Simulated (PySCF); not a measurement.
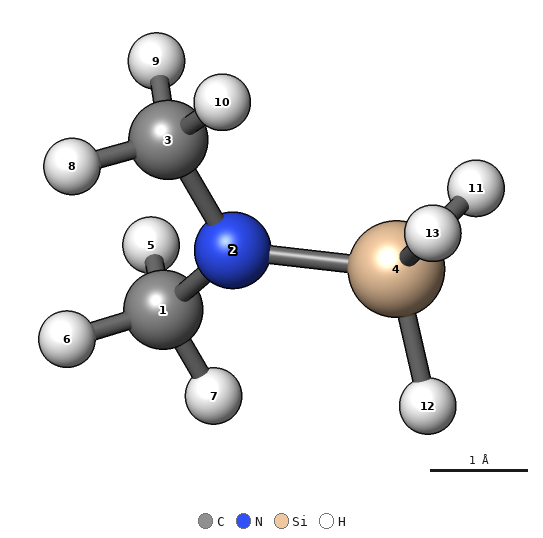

Fig. 1: The input geometry (ball-and-stick view, seen at a tilt; atoms are numbered from 1 in the order of the input). Bond lengths as drawn: C–H 1.09 to 1.10 Å, C–N 1.44 Å, H–Si 1.49 to 1.50 Å and N–Si 1.72 Å.

## Single-point calculation of C$_{2}$H$_{9}$NSi

System: C$_{2}$H$_{9}$NSi, SMILES CN(C)[SiH3].
Method: TPSS/6-31G*, RKS (PySCF 2.14.0).

The geometry comes from this level: PBE0-D4/def2-TZVP.

Input (calc.py)
```python
from pyscf import gto, dft

mol = gto.Mole()
mol.atom = 'input.xyz'
mol.spin = 0
mol.max_memory = 1860
mol.basis = '6-31g*'
mol.verbose = 3
mol.build()

mf = dft.RKS(mol, xc='tpss')
mf.conv_tol = 1e-10
mf.grids.level = 5
mf.kernel()
if not mf.converged:
    mf = mf.newton().run(mf.mo_coeff, mf.mo_occ)

etot = mf.e_tot
print('E = %.10f Eh' % etot)
```

File input.xyz
```
13
C2H9NSi
C     -0.853400     1.051500    -0.567400
N     -0.064300     0.101400     0.176900
C      1.257300     0.576800     0.503700
Si    -0.404400    -1.580400     0.101900
H     -0.416100     1.292500    -1.548500
H     -0.947500     1.991500    -0.009400
H     -1.860700     0.663700    -0.735400
H      1.197400     1.509100     1.079000
H      1.870100     0.778300    -0.388400
H      1.787100    -0.156700     1.115700
H      0.068700    -2.275300    -1.137100
H     -1.879700    -1.752300     0.167000
H      0.265600    -2.234700     1.256700
```

Hardware: 1 thread of Intel Xeon @ 2.70GHz, 189 GiB of memory available, shared host.

Launch command:
```bash
OMP_NUM_THREADS=1 python calc.py
```

What the program printed
```
converged SCF energy = -425.8971559357
E = -425.8971559357 Eh
```

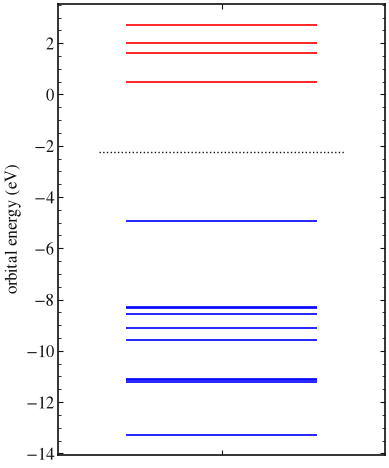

Fig. 2: Orbital energies near the frontier; the dotted line parts filled from empty levels, and levels within 0.02 eV of each other stand side by side. Highest filled −4.94 eV, lowest empty 0.47 eV, 5.41 eV apart.

Summary

```tsv
quantity	value
outcome	converged
total energy	−425.897156 hartree
basis functions	78
HOMO	−4.94 eV
LUMO	0.47 eV
dipole moment	1.02 D
wall time	37 s
peak memory	0.44 GiB
```
